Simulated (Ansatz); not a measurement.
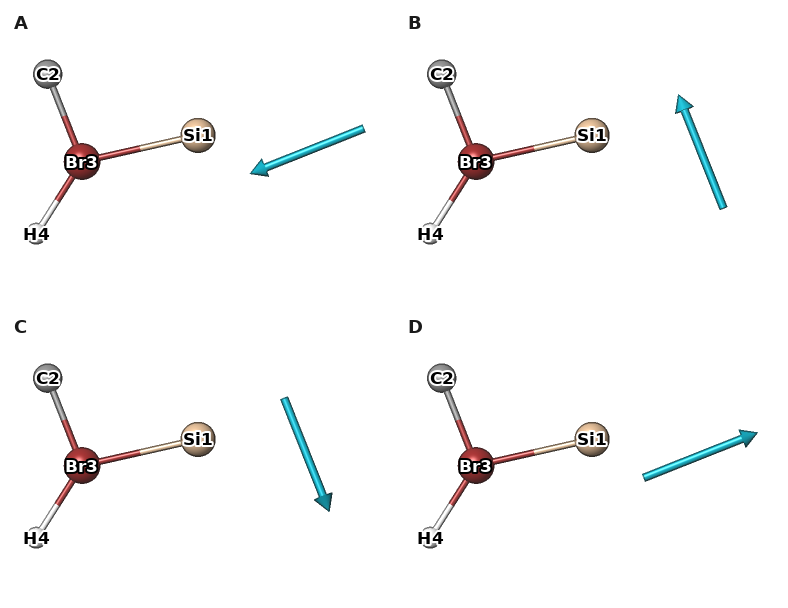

The same molecule four times, each with an arrow. The geometry was computed by an optimisation with PBE0-D4/def2-TZVP. No frequency run is at hand to confirm it as a minimum. Method: RKS PBE0-D4/def2-TZVP (Ansatz 0.2.0).

**Which arrow points along the dipole moment, from the negative to the positive end?**

C. The dipole moment is 2.75 D; it points from the side of C2 to the side of H4 (the outermost atoms at the two ends).
